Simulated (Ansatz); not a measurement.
Process, species as SMILES: OCl (OH-Cl) → Cl atom + H atom + O atom
B3LYP-D3(BJ)/def2-TZVP geometries, fixed; electronic energies without zero-point terms.

Basis-set convergence of the atomisation energy at MP2 with Ansatz (a first-principles code). Cartesian d functions, on some or all atoms, in 6-31G*, 6-31G**, 6-311G**, 6-311+G**; all else is spherical. Cores are frozen. Open shells are unrestricted. No added dispersion term, no relativity. Functions are those of the species that has most. Reference: Hartree-Fock in aug-cc-pV(Q+d)Z plus the correlation part extrapolated as X^-3 from aug-cc-pV(T+d)Z and aug-cc-pV(Q+d)Z, 173.36 kcal/mol, itself unsure by roughly 0.96 kcal/mol (a third of the extrapolation step and of the last Hartree-Fock step). Deviations are taken from unrounded values.

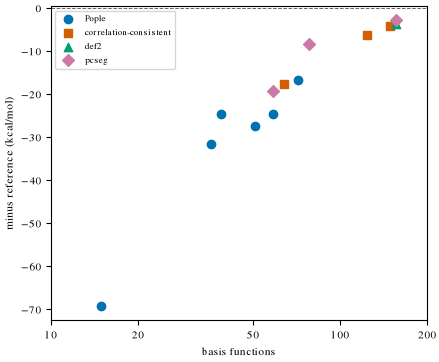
Figure: Deviation from the reference against the number of basis functions, by family of sets.

```
basis            functions  atomisation energy (kcal/mol)  minus reference (kcal/mol)
---------------  ---------  -----------------------------  --------------------------
STO-3G                  15                         104.12                      -69.24
6-31G*                  36                         141.78                      -31.58
6-31G**                 39                         148.80                      -24.56
6-311G**                51                         146.03                      -27.32
6-311+G**               59                         148.79                      -24.56
aug-pcseg-1             59                         154.01                      -19.34
aug-cc-pV(D+d)Z         64                         155.62                      -17.73
6-311++G(2d,2p)         72                         156.60                      -16.76
pcseg-2                 78                         164.97                       -8.38
aug-cc-pV(T+d)Z        124                         167.06                       -6.29
cc-pV(Q+d)Z            149                         169.29                       -4.07
def2-QZVPP             157                         169.54                       -3.81
pcseg-3                157                         170.52                       -2.84
```
